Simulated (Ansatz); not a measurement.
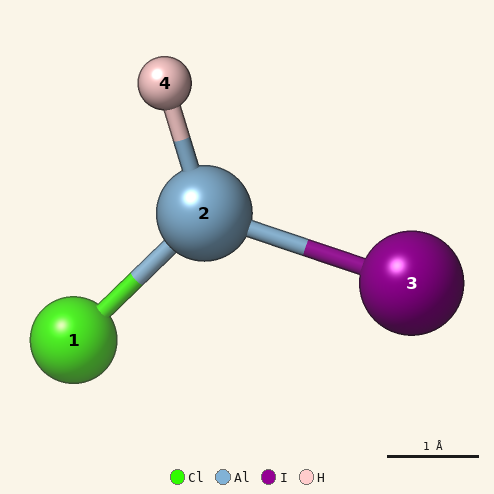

Figure made from data computed with Ansatz.

Orthographic view. Distant atoms are faded towards the background colour. Geometry: atoms displaced at random (about 0.02 Å) from a stationary point of PBE0-D4.

Give the geometry as a Z-matrix, atoms in numerical order, with these reference atoms: 2 to 1; 3 to 2, 1; 4 to 2, 1, 3.

```
Cl 
Al   1   2.101
I    2   2.418   1   117.0
H    2   1.536   1   119.2   3   179.8
```
